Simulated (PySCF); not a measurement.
## P2H4 (charge +1): geometry relaxation (part 2 of 2)

Continued. System: P2H4, charge +1, multiplicity 2. Method: HF/6-31G*, UHF (PySCF 2.14.0). The atoms were displaced at random from an optimised geometry. The geometry is that of the parent species in another charge or spin state.

Geometry of the input (Å):
```
P  0.3832  -1.0423  -0.0649
P  -0.3411  1.0361  0.1115
H  -0.5060  -1.5116  0.9559
H  -0.5601  -1.4184  -1.1082
H  0.4855  1.5165  -0.9313
H  0.5685  1.3808  1.0886
```

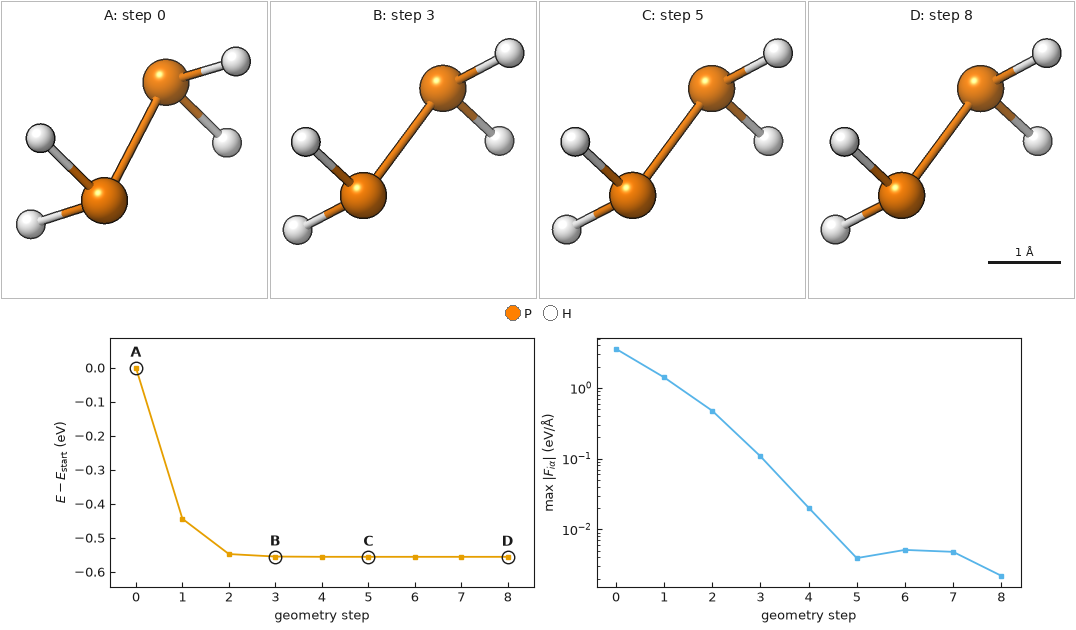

Fig. 1: Frames of the relaxation (ball-and-stick view, seen at a tilt) above the curves, on which the letters mark them (steps are counted from 0).

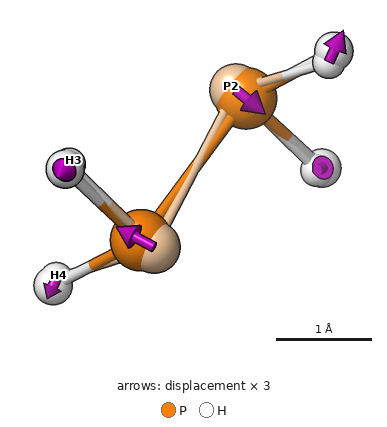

Fig. 2: Start (faint) and end (solid) with the displacements as pink arrows, magnified 3 times (ball-and-stick view, seen at a tilt). The two geometries are laid on each other by the best rigid fit. The largest move after the best rigid fit is that of P1, 0.16 Å. Largest moves by element: P 0.16 Å, H 0.13 Å. Among the contacts that change: P1–H4 1.456 → 1.390 Å, P1–P2 2.208 → 2.165 Å, P1–H3 1.433 → 1.390 Å, P2–H5 1.415 → 1.390 Å. Among the angles that change: P2–P1–H3 92.7° → 103.7°, H3–P1–H4 91.4° → 102.1°, P1–P2–H5 94.0° → 104.4°. Over 8 geometry steps the energy falls by 0.556 eV. Largest force component: 3.6 eV/Å at the start, 0.0022 eV/Å at the end. (Atoms are counted from 1 in the order of the input.)

```
Step    8 : Displace = 5.748e-04/7.002e-04 (rms/max) Trust = 3.000e-01 (=) Grad = 2.268e-05/4.599e-05 (rms/max) E (change) = -683.4593371980 (-5.806e-08) Quality = 1.372
Hessian Eigenvalues: 5.76555e-03 5.00000e-02 5.00000e-02 ... 2.36020e-01 2.50878e-01 2.92171e-01
Converged! =D

converged: True
P           0.22294888       -1.06949298       -0.06671270
P          -0.20395011        1.04733414        0.08261053
H          -0.46870115       -1.62150287        1.00571161
H          -0.54150990       -1.48437948       -1.15144886
H           0.47464603        1.61373833       -0.99010562
H           0.54639491        1.47538188        1.17154458

WARN: HOMO -0.19668452139041 >= LUMO -0.19668452139041

converged SCF energy = -683.459337198044  <S^2> = 0.80231265  2S+1 = 2.0516458
total energy: -683.45933720 hartree
Mode                                 0                   1                   2
Irrep
Freq [cm^-1]                      130.5751            303.4882            473.2772
Reduced mass [au]                   1.0708              1.0311             12.5385
Force const [Dyne/A]                0.0108              0.0560              1.6547
Char temp [K]                     187.8685            436.6519            680.9405
Normal mode                   x     y     z       x     y     z       x     y     z
       0   P                -0.02  0.02  0.00    0.00 -0.00  0.02    0.02 -0.12 -0.01
       1   P                -0.02  0.02  0.00    0.00 -0.00  0.02   -0.02  0.12  0.01
       2   H                 0.33 -0.35  0.03   -0.35 -0.17 -0.30   -0.03 -0.11 -0.03
       3   H                 0.33 -0.34 -0.09    0.33  0.21 -0.30   -0.02 -0.11  0.02
       4   H                 0.34 -0.34  0.03   -0.36 -0.17 -0.30    0.04  0.09  0.03
       5   H                 0.34 -0.34 -0.09    0.34  0.21 -0.30    0.04  0.10 -0.02
Mode                                 3                   4                   5
Irrep
Freq [cm^-1]                      649.5633            894.0174            904.3689
Reduced mass [au]                   1.0082              1.1282              1.0948
Force const [Dyne/A]                0.2506              0.5313              0.5276
Char temp [K]                     934.5770           1286.2920           1301.1854
Normal mode                   x     y     z       x     y     z       x     y     z
       0   P                 0.00 -0.00  0.00    0.04 -0.00 -0.00   -0.00  0.00 -0.04
       1   P                 0.00 -0.00  0.00   -0.04  0.00  0.00    0.00 -0.00  0.04
       2   H                 0.25 -0.42 -0.05   -0.34  0.32 -0.07   -0.14  0.45  0.10
       3   H                -0.25  0.42  0.02   -0.33  0.31  0.13    0.15 -0.46  0.03
       4   H                 0.26 -0.43 -0.06    0.34 -0.31  0.07    0.14 -0.44 -0.10
       5   H                -0.26  0.43  0.01    0.34 -0.30 -0.13   -0.14  0.45 -0.04
Mode                                 6                   7                   8
Irrep
Freq [cm^-1]                     1173.0224           1201.6032           2690.3163
Reduced mass [au]                   1.0465              1.0527              1.0319
Force const [Dyne/A]                0.8484              0.8955              4.4006
Char temp [K]                    1687.7180           1728.8394           3870.7661
Normal mode                   x     y     z       x     y     z       x     y     z
       0   P                -0.02 -0.02 -0.00    0.01  0.03  0.00    0.02  0.02  0.00
       1   P                -0.02 -0.02 -0.00   -0.00 -0.03 -0.00   -0.01 -0.01 -0.00
       2   H                 0.25  0.26  0.31   -0.23 -0.31 -0.32   -0.32 -0.26  0.51
       3   H                 0.23  0.29 -0.29   -0.21 -0.35  0.29   -0.35 -0.20 -0.52
       4   H                 0.26  0.28  0.33    0.21  0.30  0.30    0.11  0.09 -0.18
       5   H                 0.24  0.32 -0.30    0.19  0.34 -0.27    0.12  0.07  0.18
Mode                                 9                  10                  11
Irrep
Freq [cm^-1]                     2694.1417           2710.8429           2718.8965
Reduced mass [au]                   1.0318              1.0471              1.0464
Force const [Dyne/A]                4.4127              4.5338              4.5575
Char temp [K]                    3876.2701           3900.2993           3911.8868
Normal mode                   x     y     z       x     y     z       x     y     z
       0   P                -0.01 -0.01 -0.00    0.00 -0.00  0.03   -0.00  0.00 -0.02
       1   P                -0.02 -0.02 -0.00   -0.00  0.00 -0.02   -0.00  0.00 -0.03
       2   H                 0.11  0.09 -0.18    0.30  0.23 -0.46   -0.17 -0.14  0.27
       3   H                 0.12  0.07  0.18   -0.33 -0.18 -0.47    0.19  0.11  0.27
       4   H                 0.31  0.27 -0.51   -0.17 -0.14  0.27   -0.29 -0.24  0.46
       5   H                 0.34  0.21  0.52    0.19  0.10  0.27    0.32  0.18  0.47
temperature 298.1500 [K]
pressure 101325.00 [Pa]
Rotational constants [GHz] 71.56832 6.06682 5.89776
Symmetry number 1
Zero-point energy (ZPE) 0.03769 [Eh]   98955.771 [J/mol]
                           tot       elec      trans        rot        vib
Entropy [J/mol/K]       284.574      5.763    160.994     93.536     24.280
Cv [J/mol/K]             55.320      0.000     12.472     12.472     30.377
Cp [J/mol/K]             63.635      0.000     20.786     12.472     30.377
Internal energy [J/mol]                      3718.434   3718.434 103200.183
Internal energy [Eh]   -683.41720  -683.45934
Enthalpy [J/mol]                             6197.391   3718.434 103200.183
Enthalpy [Eh]          -683.41625
Gibbs free energy [J/mol]                  -41802.978 -24169.322  95960.981
Gibbs free energy [Eh] -683.44857
```

Trajectory as extended XYZ (Å, eV, eV/Å), 9 frames, from step=0 to step=8
```
6
Properties=species:S:1:pos:R:3:forces:R:3 step=0 energy=-18597.32032
P     0.3832   -1.0423   -0.0649   -3.5718  -0.4784  -0.1783
P    -0.3411    1.0361    0.1115    2.1837  -0.2074  -0.8977
H    -0.5060   -1.5116    0.9559    1.1412  -0.3022  -0.3035
H    -0.5601   -1.4184   -1.1082    1.3836  -0.0397   0.5692
H     0.4855    1.5165   -0.9313   -0.8560   0.4164   0.1075
H     0.5685    1.3808    1.0886   -0.2806   0.6113   0.7028
6
Properties=species:S:1:pos:R:3:forces:R:3 step=1 energy=-18597.76418
P     0.2878   -1.0833   -0.0627   -1.4117  -0.0374  -0.0636
P    -0.2598    1.0648    0.0960    1.0300  -0.1860  -0.2375
H    -0.5110   -1.6384    0.9524    0.5077   0.1111   0.0376
H    -0.5587   -1.5122   -1.1086    0.5706   0.1924   0.0695
H     0.4901    1.6315   -0.9427   -0.4099  -0.0696  -0.0693
H     0.5815    1.4987    1.1172   -0.2867  -0.0105   0.2633
6
Properties=species:S:1:pos:R:3:forces:R:3 step=2 energy=-18597.86783
P     0.2305   -1.0869   -0.0635    0.0287   0.4751   0.1108
P    -0.2117    1.0588    0.0874    0.1733  -0.3481   0.0598
H    -0.4823   -1.6324    0.9935   -0.0297  -0.0527   0.0965
H    -0.5351   -1.4853   -1.1434   -0.1042  -0.0810  -0.1878
H     0.4686    1.6178   -0.9867   -0.0013   0.0219  -0.0440
H     0.5599    1.4890    1.1644   -0.0669  -0.0152  -0.0354
6
Properties=species:S:1:pos:R:3:forces:R:3 step=3 energy=-18597.87522
P     0.2233   -1.0756   -0.0627   -0.0370   0.0892  -0.0390
P    -0.2018    1.0507    0.0867   -0.0023  -0.1079  -0.0109
H    -0.4758   -1.6297    1.0047    0.0008   0.0156  -0.0164
H    -0.5377   -1.4852   -1.1555    0.0281   0.0240   0.0631
H     0.4691    1.6156   -0.9917    0.0064  -0.0093   0.0037
H     0.5528    1.4854    1.1701    0.0040  -0.0116  -0.0005
6
Properties=species:S:1:pos:R:3:forces:R:3 step=4 energy=-18597.87595
P     0.2232   -1.0702   -0.0640    0.0203  -0.0065   0.0086
P    -0.2021    1.0458    0.0852   -0.0149   0.0127  -0.0044
H    -0.4733   -1.6240    1.0042   -0.0015   0.0021   0.0030
H    -0.5374   -1.4805   -1.1523   -0.0124  -0.0057  -0.0127
H     0.4696    1.6113   -0.9922    0.0042  -0.0006   0.0026
H     0.5500    1.4787    1.1707    0.0043  -0.0019   0.0028
6
Properties=species:S:1:pos:R:3:forces:R:3 step=5 energy=-18597.87599
P     0.2238   -1.0704   -0.0645   -0.0003  -0.0001  -0.0039
P    -0.2029    1.0463    0.0848   -0.0020   0.0019  -0.0007
H    -0.4726   -1.6232    1.0044    0.0006   0.0000   0.0022
H    -0.5385   -1.4815   -1.1523    0.0000  -0.0013   0.0015
H     0.4706    1.6118   -0.9915    0.0021   0.0009   0.0009
H     0.5495    1.4781    1.1707   -0.0004  -0.0014   0.0001
6
Properties=species:S:1:pos:R:3:forces:R:3 step=6 energy=-18597.87600
P     0.2237   -1.0703   -0.0652   -0.0051   0.0008  -0.0024
P    -0.2033    1.0466    0.0841    0.0011  -0.0003  -0.0016
H    -0.4715   -1.6226    1.0048    0.0022   0.0001   0.0000
H    -0.5395   -1.4825   -1.1520    0.0019  -0.0004   0.0026
H     0.4718    1.6125   -0.9910    0.0006   0.0005   0.0009
H     0.5486    1.4773    1.1709   -0.0007  -0.0007   0.0005
6
Properties=species:S:1:pos:R:3:forces:R:3 step=7 energy=-18597.87601
P     0.2233   -1.0698   -0.0664   -0.0048   0.0012  -0.0017
P    -0.2038    1.0471    0.0829    0.0013  -0.0008  -0.0002
H    -0.4693   -1.6216    1.0055    0.0013  -0.0006   0.0000
H    -0.5412   -1.4840   -1.1515    0.0024   0.0004   0.0019
H     0.4740    1.6136   -0.9902    0.0000  -0.0001  -0.0001
H     0.5468    1.4758    1.1714   -0.0002  -0.0001   0.0001
6
Properties=species:S:1:pos:R:3:forces:R:3 step=8 energy=-18597.87601
P     0.2229   -1.0695   -0.0667   -0.0022   0.0008   0.0004
P    -0.2039    1.0473    0.0826   -0.0003   0.0000   0.0001
H    -0.4687   -1.6215    1.0057    0.0009  -0.0003  -0.0005
H    -0.5415   -1.4844   -1.1514    0.0010   0.0000   0.0002
H     0.4746    1.6137   -0.9901    0.0002  -0.0004   0.0000
H     0.5464    1.4754    1.1715    0.0004  -0.0001  -0.0001
```

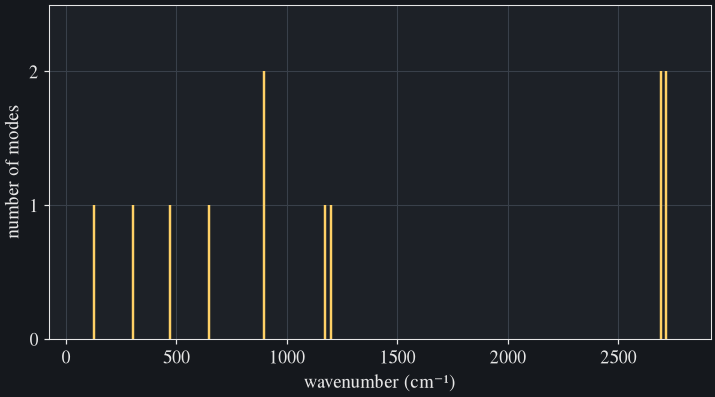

Fig. 3: Harmonic vibrational wavenumbers from the force constants; neighbouring modes closer than 12 cm⁻¹ are counted in one stick. 12 modes from 131 to 2719 cm⁻¹, none imaginary.

Key numbers

- outcome: converged
- total energy: −683.459337 hartree
- basis functions: 44
- ⟨S²⟩: 0.802
- zero-point energy: 0.037690 hartree
- wavenumbers, lowest and highest: 131 and 2719 cm⁻¹
- wall time: 23 s
- peak memory: 0.14 GiB

Notes

The record of the run, not the program, notes: dipole of an ion depends on the origin; symmetry number missed.
